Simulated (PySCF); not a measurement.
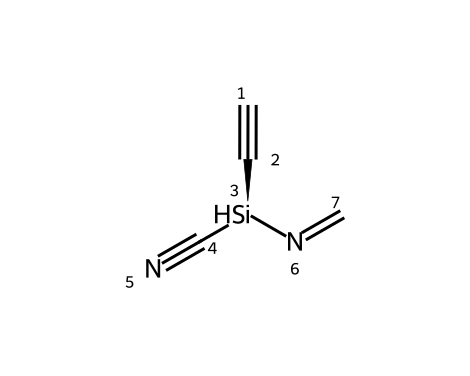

A structural formula, with wedges where it has stereocentres; small numbers name the atoms. The configuration is that of a computed structure (PBE0-D3(BJ)/def2-SVP).

**Give the R/S and E/Z labels.**

Si3: R.
